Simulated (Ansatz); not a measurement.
| atom | x (Å) | y (Å) | z (Å) |
| --- | --- | --- | --- |
| F | 0.4620 | -0.7387 | 1.2227 |
| F | 2.7169 | -1.9758 | 1.5021 |
| Si | 1.6203 | -1.5379 | 0.3136 |
| Si | 0.7904 | -3.3266 | -0.9085 |
| H | 2.3456 | -0.3525 | -0.2913 |
| H | 2.1499 | -3.3635 | -1.6442 |
| H | 0.1915 | -2.2893 | -1.8864 |

Geometry: r2SCAN-D4/def2-SVPD.

Computed with Ansatz 0.2.0, isolated molecule in a Gaussian basis; Kohn-Sham density functional theory, functional PBE0.

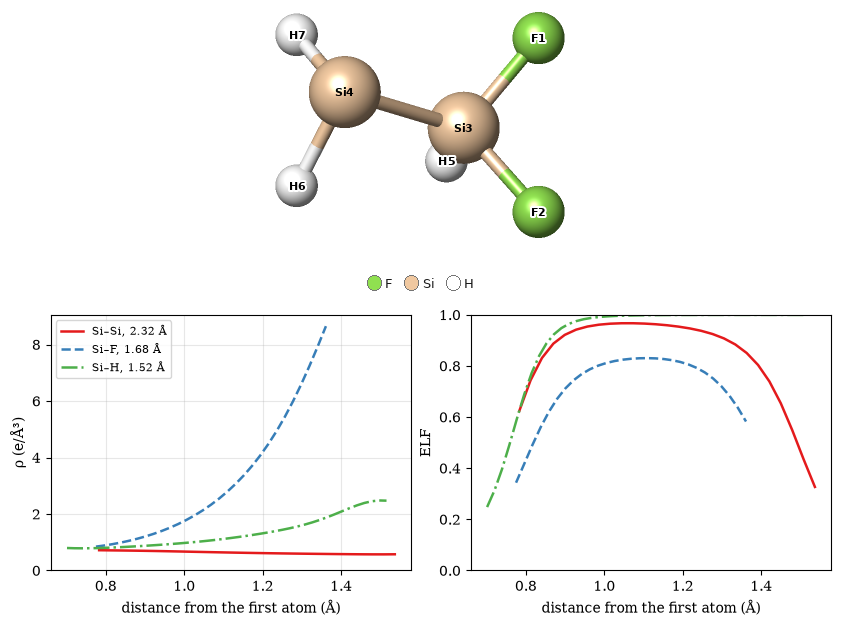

F2H3Si2 (charge −1). Total electron density and ELF along straight lines between neighbouring atoms. The curves leave out the atomic cores. The structure is drawn too.

Q: Compare the contacts.

A: Si–Si (2.32 Å): ρ at the midpoint is about 0.62 e/Å³; the ELF peaks at about 0.95 between the atoms (a shared electron pair).
Si–F (1.68 Å): ρ is about 0.99 e/Å³ halfway; the ELF peaks at about 0.85 in the valence shell of F, 0.6 Å from its nucleus, and is about 0.55 at the midpoint.
Si–H (1.52 Å): the density is about 0.79 e/Å³ at the midpoint; the ELF climbs to about 1 towards the hydrogen, as it does in any bond to H.
